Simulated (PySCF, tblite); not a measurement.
# C₄H₁₂ClFSi₂: geometry, infrared bands and NMR shifts, part 2 of 2

tblite 0.8.0 and PySCF 2.14.0. Atoms count from 0. Earlier steps stand in the parts before.

## (4) NMR shieldings: PBE0/pcSseg-1

Job settings and geometry (Å):

```
{"job": {"kind": "nmr", "xc": "PBE0", "basis": "pcSseg-1"}, "charge": 0, "multiplicity": 1}
C     -2.934381     1.033541    -0.141469
C     -2.578020    -0.310982    -0.772164
Si    -1.048412    -1.141872    -0.002069
C      0.458485     0.044082    -0.122024
F      0.565341     0.478338    -1.454472
Si     2.165340    -0.661964     0.381542
C      3.464821     0.658846    -0.081568
Cl     5.086467     0.051218     0.350347
H     -2.135595     1.754434    -0.296880
H     -3.841762     1.437447    -0.587107
H     -3.098072     0.928442     0.928821
H     -2.415053    -0.165393    -1.841831
H     -3.433391    -0.982966    -0.680579
H     -0.725927    -2.373843    -0.724278
H     -1.236911    -1.406669     1.428727
H      0.251866     0.957607     0.446742
H      2.455353    -1.877429    -0.375630
H      2.174511    -0.880551     1.827458
H      3.335341     1.598243     0.452343
H      3.484849     0.870151    -1.148644
```

Level: GIAO PBE0/pcSseg-1 NMR shielding, non-relativistic, gas phase.

Standard output:

```text
coarse grid: 17744 points
cycle   1  E = -1297.7978262524  dE =  3.769e-01  |g| = 5.422e-01  |ddm| = 3.869e+00
cycle   2  E = -1297.7620792634  dE =  3.575e-02  |g| = 7.278e-01  |ddm| = 9.982e-01
cycle   3  E = -1297.8588158062  dE = -9.674e-02  |g| = 7.881e-02  |ddm| = 5.852e-01
cycle   4  E = -1297.8597399947  dE = -9.242e-04  |g| = 3.305e-02  |ddm| = 7.320e-02
cycle   5  E = -1297.8599553576  dE = -2.154e-04  |g| = 7.232e-03  |ddm| = 2.821e-02
cycle   6  E = -1297.8599676905  dE = -1.233e-05  |g| = 1.832e-03  |ddm| = 8.668e-03
cycle   7  E = -1297.8599684119  dE = -7.214e-07  |g| = 4.042e-04  |ddm| = 1.972e-03
final grid: 156504 points
cycle   8  E = -1297.9122004509  dE = -3.964e-05  |g| = 9.034e-03  |ddm| = 2.309e-02
cycle   9  E = -1297.9121887836  dE =  1.167e-05  |g| = 1.157e-02  |ddm| = 1.508e-02
cycle  10  E = -1297.9122189341  dE = -3.015e-05  |g| = 1.152e-03  |ddm| = 8.596e-03
cycle  11  E = -1297.9122191266  dE = -1.925e-07  |g| = 3.348e-04  |ddm| = 1.108e-03
cycle  12  E = -1297.9122191463  dE = -1.971e-08  |g| = 7.475e-05  |ddm| = 2.765e-04
cycle  13  E = -1297.9122191475  dE = -1.187e-09  |g| = 2.243e-05  |ddm| = 9.519e-05
cycle  14  E = -1297.9122191476  dE = -1.069e-10  |g| = 6.216e-06  |ddm| = 2.322e-05
converged SCF energy = -1297.9122191476

GIAO shielding tensors (ppm)
atom      isotropic    diamagn.    paramagn.     s11        s22        s33       span
  0 C      176.175     247.612     -71.437    168.579    172.358    187.587     19.008
  1 C      182.830     252.596     -69.766    173.732    181.277    193.479     19.747
  2 Si     389.724     881.715    -491.991    339.959    394.074    435.139     95.180
  3 C      105.811     256.060    -150.249     47.640     78.696    191.097    143.456
  4 F      478.994     477.288       1.706    433.765    465.190    538.026    104.261
  5 Si     389.324     880.140    -490.816    351.034    384.785    432.154     81.120
  6 C      157.929     250.394     -92.465    133.813    142.725    197.251     63.438
  7 Cl     939.894    1141.808    -201.913    830.559    877.734   1111.390    280.832
  8 H       30.486      32.119      -1.632     25.156     30.463     35.841     10.685
  9 H       30.198      27.529       2.669     24.937     27.482     38.175     13.238
 10 H       30.779      30.204       0.575     26.512     28.760     37.067     10.555
 11 H       30.477      31.803      -1.326     26.458     28.499     36.474     10.016
 12 H       30.896      29.246       1.650     25.433     28.939     38.316     12.883
 13 H       27.412      30.538      -3.127     23.197     26.697     32.341      9.144
 14 H       27.757      30.737      -2.980     23.986     26.753     32.533      8.546
 15 H       26.409      34.667      -8.258     22.908     27.560     28.760      5.853
 16 H       27.379      29.224      -1.845     23.231     27.440     31.466      8.235
 17 H       27.564      29.122      -1.558     23.702     27.138     31.853      8.151
 18 H       28.571      29.849      -1.277     22.070     28.643     35.001     12.931
 19 H       28.237      29.792      -1.555     21.676     28.464     34.572     12.897
```

Run time: 3 min. Hardware: 1 thread of Intel Xeon at 2.50GHz, shared host; peak memory 1 GiB.

The references, computed at this level on geometries of the same kind, shield at (ppm): 1H TMS 31.72, 13C TMS 186.9, 29Si TMS 349.2, 19F CFCl3 170.9, 35Cl HCl 950. Their shielding less the atom's gives the shift. The references are single molecules in the gas phase, so shifts against H2O, NH3, PH3, H3PO4 or CFCl3 are not on the usual liquid scales and can be off by tens of ppm. Atoms listed in one row are averaged.

| atoms | environment | σ (ppm) | δ (ppm) | δ scaled to CDCl3 |
| --- | --- | --- | --- | --- |
| C3 | sp3 CH bonded to F and 2 Si | 105.8 | 81.1 | 77.3 |
| C6 | sp3 CH2 bonded to Cl and Si | 157.9 | 29.0 | 26.4 |
| C0 | methyl carbon | 176.2 | 10.8 | 8.6 |
| C1 | sp3 CH2 bonded to Si | 182.8 | 4.1 | 2.1 |
| H15 | hydrogen on an sp3 CH bonded to F and 2 Si | 26.41 | 5.31 | 5.11 |
| H16 | hydrogen on a silicon bonded to 2 C | 27.38 | 4.34 | – |
| H13 | hydrogen on a silicon bonded to 2 C | 27.41 | 4.31 | – |
| H17 | hydrogen on a silicon bonded to 2 C | 27.56 | 4.15 | – |
| H14 | hydrogen on a silicon bonded to 2 C | 27.76 | 3.96 | – |
| H19 | hydrogen on an sp3 CH2 bonded to Cl and Si | 28.24 | 3.48 | 3.39 |
| H18 | hydrogen on an sp3 CH2 bonded to Cl and Si | 28.57 | 3.15 | 3.07 |
| H11 | hydrogen on an sp3 CH2 bonded to Si | 30.48 | 1.24 | 1.27 |
| H8, H9, H10 | hydrogen on a methyl carbon | 30.49 | 1.23 | 1.26 |
| H12 | hydrogen on an sp3 CH2 bonded to Si | 30.90 | 0.82 | 0.88 |
| Si5 | silicon bonded to 2 C, 2 H | 389.3 | -40.2 | – |
| Si2 | silicon bonded to 2 C, 2 H | 389.7 | -40.6 | – |
| F4 | fluorine on an sp3 carbon | 479.0 | -308.0 | – |
| Cl7 | chlorine bonded to C | 940 | 10 | – |

The scaled column applies a straight-line fit of computed shieldings to shifts measured in CDCl3, with any fitted terms for Cl, Br or S neighbours, and one for carbons that bear F (root-mean-square error 0.16 ppm for H, 1.9 ppm for C).

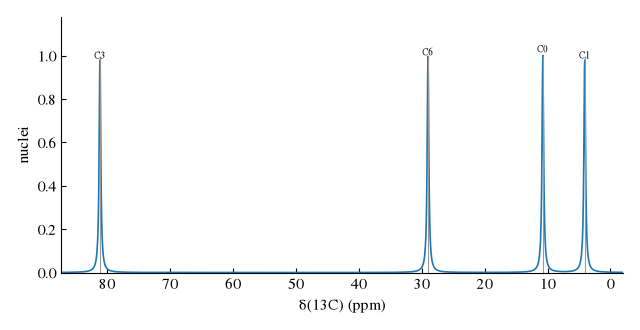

13C lines at the computed shifts, without couplings. Lines are broadened to a width of 0.31 ppm (Lorentzian).

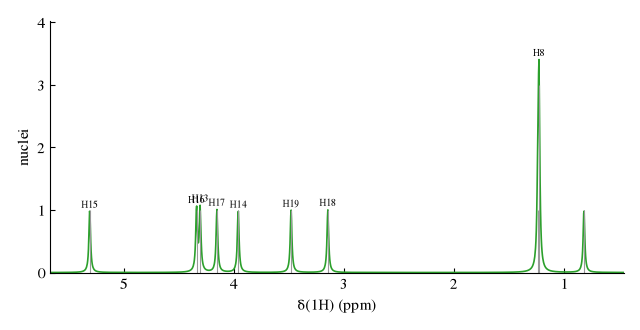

1H lines at the computed shifts, without couplings. Lines are broadened to a width of 0.02 ppm (Lorentzian).

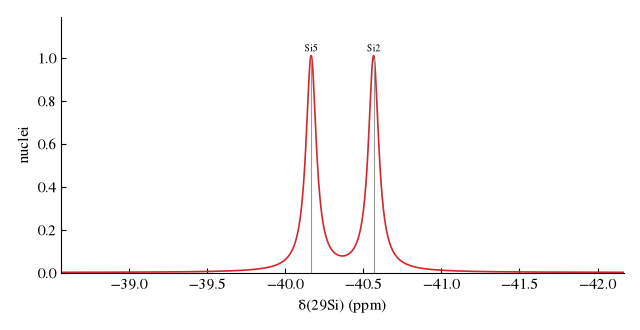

29Si lines at the computed shifts, without couplings. Lines are broadened to a width of 0.08 ppm (Lorentzian).

Charges from the same density, by scheme (e):

| atoms | Mulliken | IAO | Hirshfeld | ESP fit |
| --- | --- | --- | --- | --- |
| C0 | -0.30 | -0.41 | -0.12 | -0.21 |
| C1 | -0.57 | -0.53 | -0.15 | 0.00 |
| Si2 | 0.65 | 0.74 | 0.33 | 0.27 |
| C3 | -0.40 | -0.36 | -0.11 | -0.09 |
| F4 | -0.35 | -0.33 | -0.12 | -0.22 |
| Si5 | 0.69 | 0.77 | 0.33 | 0.45 |
| C6 | -0.50 | -0.52 | -0.13 | -0.44 |
| Cl7 | -0.17 | -0.10 | -0.08 | -0.14 |

Mulliken charges:

C0 -0.30; C1 -0.57; Si2 0.65; C3 -0.40; F4 -0.35; Si5 0.69; C6 -0.50; Cl7 -0.17; H8 0.12; H9 0.12; H10 0.12; H11 0.15; H12 0.14; H13 -0.07; H14 -0.07; H15 0.16; H16 -0.05; H17 -0.06; H18 0.18; H19 0.19

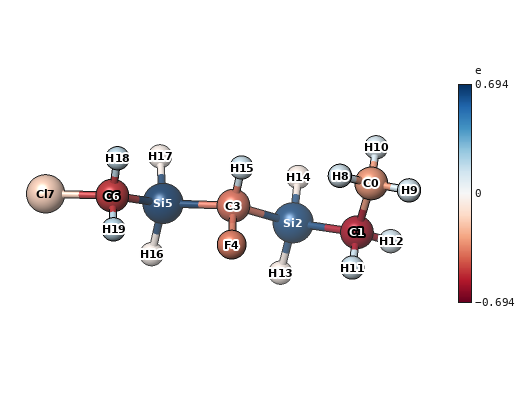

Mulliken charges, as colours on the atoms.

Mayer bond orders: C0–C1 1.05, C1–Si2 0.94, Si2–C3 0.85, C3–F4 0.78, C3–Si5 0.86, Si5–C6 0.86, C6–Cl7 0.95.

The fields below are evaluated on a grid from the run's orbitals.

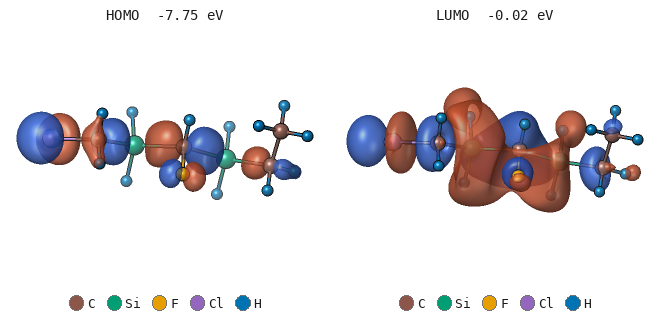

Frontier orbitals at PBE0/pcSseg-1; each surface holds 70 % of the orbital's density, blue and red mark the sign.

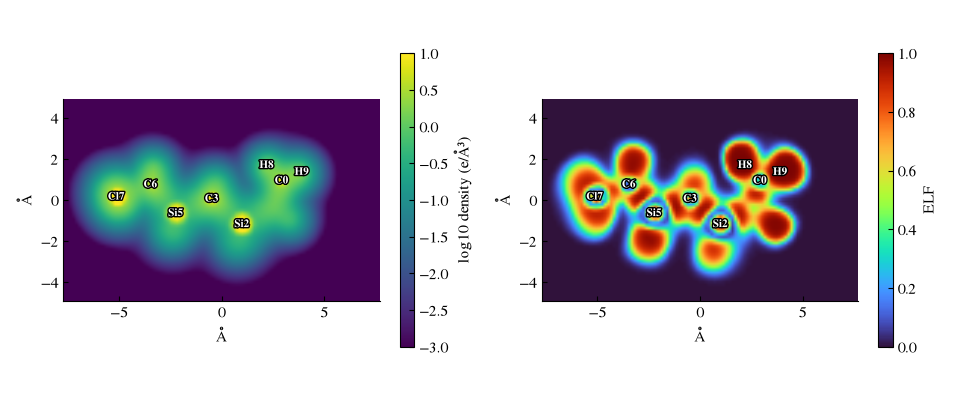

Density (left) and ELF (right) in a plane through or near 8 of the atoms.

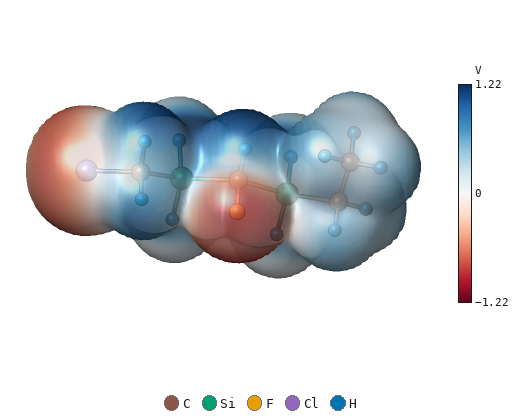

The potential that a unit positive charge feels on the 0.002 e/bohr³ surface, from the 1st to the 99th percentile, from -0.81 V near F4 to 1.22 V near H17.

## (5) Results

This closing draws on all 2 parts.

```
                                                              quantity                                                           value
                             strongest single infrared mode (GFN2-xTB)                                            772 cm⁻¹, 341 km/mol
                                          zero-point energy (GFN2-xTB)                                                   90.4 kcal/mol
                                13C shifts against TMS (PBE0/pcSseg-1)                                       81.1, 29.0, 10.8, 4.1 ppm
1H shifts against TMS (PBE0/pcSseg-1, means over atoms taken as alike)  5.31, 4.34, 4.31, 4.15, 3.96, 3.48, 3.15, 1.24, 1.23, 0.82 ppm
                               29Si shifts against TMS (PBE0/pcSseg-1)                                                -40.2, -40.6 ppm
                              19F shifts against CFCl3 (PBE0/pcSseg-1)                                                      -308.0 ppm
                               35Cl shifts against HCl (PBE0/pcSseg-1)                                                          10 ppm
                                 surface potential, 1st and 99th percentile                                              -0.81 V and 1.22 V
```

In words: Over 220 steps the energy fell by 0.627 eV; of the close pairs, Si2–C3 changed most, 1.849 to 1.921 Å. All 54 modes are real, so the xTB geometry is a minimum. The strongest single mode, at 772 cm⁻¹, is spread over many atoms; the largest shares are those of H14, H13. GFN2-xTB is a fitted tight-binding method: band positions and strengths are rough. Its intensities can rank the bands wrongly. H15 (hydrogen on an sp3 CH bonded to F and 2 Si) lies farthest downfield among hydrogen, at 5.31 ppm; its carbon carries F, which withdraws density. At PBE0/pcSseg-1: The widest tensor belongs to Cl7: span 281 ppm, with a paramagnetic part of -202 ppm.
